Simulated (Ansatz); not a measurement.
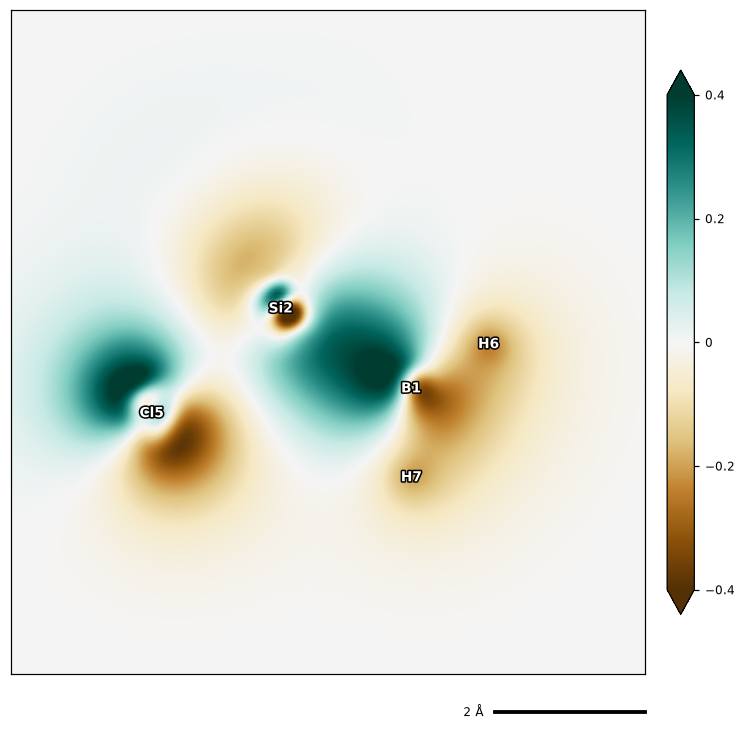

Figure 1: CH7BClPSi (SMILES B[Si](C)(P)Cl). The HOMO−1 on the plane of atoms Si2, B1 and H7 (values in Å⁻³ᐟ²; the overall sign is arbitrary).

Method: Ansatz 0.2.0, RHF/6-31G.

```xyz
12

B    -0.9154    1.9019    0.3461
Si    0.0561    0.2738   -0.3944
C     1.3565   -0.4915    0.7756
P    -1.5286   -1.2640   -1.1621
Cl    1.1754    0.8548   -2.2183
H    -1.5030    1.7961    1.3707
H    -0.9203    2.9359   -0.2248
H     0.8788   -0.8389    1.6854
H     1.8487   -1.3308    0.3009
H     2.1125    0.2386    1.0394
H    -0.6305   -2.2848   -1.5858
H    -1.8533   -1.8464    0.1013
```

> What is the character of this orbital?

By Hirshfeld shares it lies mainly on Cl5 (about 30 %), B1 (about 20 %), Si2 (about 20 %) and P4 (about 15 %). Its energy is −11.08 eV.
